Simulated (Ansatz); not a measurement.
**Energy against volume for Al2Cu (Al2Cu type, space group I4/mcm)**

Al₂Cu (Al2Cu type, space group I4/mcm)

```yaml
crystal:
  lattice:
    - [-3.00310, 3.00310, 2.39527]
    - [3.00310, -3.00310, 2.39527]
    - [3.00310, 3.00310, -2.39527]
  atoms:
    - { symbol: Al, position: [0.65900, 0.15900, 0.81801] }
    - { symbol: Al, position: [0.84100, 0.65900, 0.50000] }
    - { symbol: Al, position: [0.15900, 0.34100, 0.50000] }
    - { symbol: Al, position: [0.34100, 0.84100, 0.18199] }
    - { symbol: Cu, position: [0.25000, 0.25000, 0.00000] }
    - { symbol: Cu, position: [0.75000, 0.75000, 0.00000] }
```

This relaxed cell (volume V₀) is scaled evenly in all directions, its shape held. The atoms relax within the cell's symmetry.

All values below come from r2SCAN (plane waves to 500 eV, PAW, scalar-relativistic; Ansatz, an electronic-structure program). k mesh 12×12×12 (Γ-centred), Fermi-Dirac smearing 0.05 eV. Energies are smeared free energies. With the shape held, the modulus is that of even scaling; a crystal free to change shape is softer. Al2Cu is run without spin polarisation. Al2Cu was relaxed with its symmetry unable to fall. The PAW data are Ansatz's earlier set. The zero of ΔE is the relaxed starting cell.

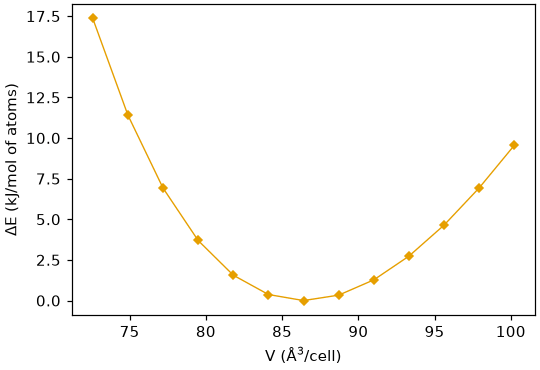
*ΔE (kJ/mol of atoms) against V (Å³/cell); computed points joined by lines.*

The equilibrium volume of the fit is 14.40 Å³/atom and the pressure for 5 % compression (fit) comes out as 6.5 GPa. The pressure derivative B₀′ (fit) comes out as 4.5. The energy cost of the largest expansion comes out as 99 meV/atom and the energy cost of the largest compression is 180 meV/atom.

P = (3B₀/2)(x⁷ − x⁵)[1 + ¾(B₀′ − 4)(x² − 1)] with x = (1/0.95)^(1/3), B₀ = 113 GPa and B₀′ = 4.50.

(Under strain, the slope of the energy per volume gives the stress and its curvature an elastic modulus.)
